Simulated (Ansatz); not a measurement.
# H4OSeSi (SMILES O[SiH2][SeH]): single points off equilibrium

The atoms stand at a structure displaced at random from a GFN2-xTB minimum. How far do the functionals agree with CCSD(T) there?

Program: Ansatz 0.2.0, Gaussian basis. Level of theory: single points in def2-TZVPP. These are calculated values, not measurements.

Correlated methods freeze the cores. Filled d shells of the heavier atoms are correlated. B3LYP uses VWN-RPA correlation.

### 1 Starting geometry

SMILES `O[SiH2][SeH]`, 7 atoms, charge 0, spin multiplicity 1.

Atoms are counted from 1 here; the program's logs count them from 0.

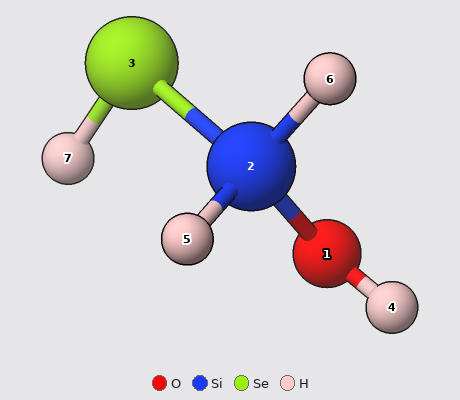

Start geometry, drawn with oxygen red, silicon blue, selenium green, hydrogen pink; atoms are numbered from 1 in the order of the file.

Coordinates:

```csv
atom,x (Å),y (Å),z (Å)
O1,-1.1389,-0.6133,-0.5222
Si2,-0.0492,0.5064,0.0779
Se3,1.3905,-0.7113,1.2672
H4,-1.9456,-0.3642,-1.0541
H5,0.5896,1.2917,-1.0461
H6,-0.6974,1.4831,1.0302
H7,1.8712,-1.4864,0.2152
```

### 2 CCSD(T)/def2-TZVPP

Input file run/in.yaml:

```yaml
crystal:
  periodic: [false, false, false]
  atoms:
    - {symbol: O, position_ang: [-1.138900, -0.613300, -0.522200]}
    - {symbol: Si, position_ang: [-0.049200, 0.506400, 0.077900]}
    - {symbol: Se, position_ang: [1.390500, -0.711300, 1.267200]}
    - {symbol: H, position_ang: [-1.945600, -0.364200, -1.054100]}
    - {symbol: H, position_ang: [0.589600, 1.291700, -1.046100]}
    - {symbol: H, position_ang: [-0.697400, 1.483100, 1.030200]}
    - {symbol: H, position_ang: [1.871200, -1.486400, 0.215200]}
basis:
  gaussian: {orbitals: def2-TZVPP}
correlation: {method: ccsd_t}
output: {forces: true}
```

No record of the launch command was kept for these runs.

### 3 PBE0-D4/def2-TZVPP

run/in.yaml: that of step 2 with these lines changed.

```diff
@@ -12,3 +12,3 @@
   gaussian: {orbitals: def2-TZVPP}
-correlation: {method: ccsd_t}
-output: {forces: true}
+hamiltonian: {xc: pbe0, dispersion: d4}
+output: {forces: true, orbitals: {seedname: orbitals}}
```

### 4 wB97M-V/def2-TZVPP

run/in.yaml: that of step 3 with these lines changed.

```diff
@@ -12,3 +12,3 @@
   gaussian: {orbitals: def2-TZVPP}
-hamiltonian: {xc: pbe0, dispersion: d4}
-output: {forces: true, orbitals: {seedname: orbitals}}
+hamiltonian: {xc: {name: wB97M-V}}
+output: {forces: true}
```

### 5 r2SCAN-D4/def2-TZVPP

run/in.yaml: that of step 4 with these lines changed.

```diff
@@ -12,3 +12,3 @@
   gaussian: {orbitals: def2-TZVPP}
-hamiltonian: {xc: {name: wB97M-V}}
+hamiltonian: {xc: r2scan, dispersion: d4}
 output: {forces: true}
```

### 6 PBE-D4/def2-TZVPP

run/in.yaml: that of step 5 with these lines changed.

```diff
@@ -12,3 +12,3 @@
   gaussian: {orbitals: def2-TZVPP}
-hamiltonian: {xc: r2scan, dispersion: d4}
+hamiltonian: {xc: pbe, dispersion: d4}
 output: {forces: true}
```

### 7 B97M-V/def2-TZVPP

run/in.yaml: that of step 6 with these lines changed.

```diff
@@ -12,3 +12,3 @@
   gaussian: {orbitals: def2-TZVPP}
-hamiltonian: {xc: pbe, dispersion: d4}
+hamiltonian: {xc: {name: B97M-V}}
 output: {forces: true}
```

### 8 B3LYP-D4/def2-TZVPP

run/in.yaml: that of step 7 with these lines changed.

```diff
@@ -12,3 +12,3 @@
   gaussian: {orbitals: def2-TZVPP}
-hamiltonian: {xc: {name: B97M-V}}
+hamiltonian: {xc: {name: B3LYP}, dispersion: d4}
 output: {forces: true}
```

(Steps that only read results are left out.)

Before running it: what results should come out? Wanted: energy less free atoms, CCSD(T)/def2-TZVPP; RMS force component; RMS force error; HOMO and LUMO, PBE0-D4; T1 diagnostic.

As calculated:

| quantity | value |
| --- | --- |
| energy less free atoms, CCSD(T)/def2-TZVPP | -2133.1 kJ/mol |
| RMS force component | 0.881 to 0.917 eV/Å over the methods |
| RMS force error | PBE0-D4 0.089, wB97M-V 0.042, r2SCAN-D4 0.076, PBE-D4 0.218, B97M-V 0.113, B3LYP-D4 0.072 eV/Å |
| HOMO and LUMO, PBE0-D4 | -7.20 and 0.01 eV |
| T1 diagnostic | 0.010 |

In words: Against CCSD(T) the functionals' energies less atoms differ by -56.8 to -20.5 kJ/mol, PBE-D4 by -56.8 kJ/mol. A larger basis would deepen the CCSD(T) value, while the functionals are nearly converged already, so the order here is not reliable. On forces the order runs from wB97M-V to PBE-D4. Frozen-core CCSD(T) forces in triple zeta carry basis errors of their own, and this is one geometry, so small gaps rank nothing.
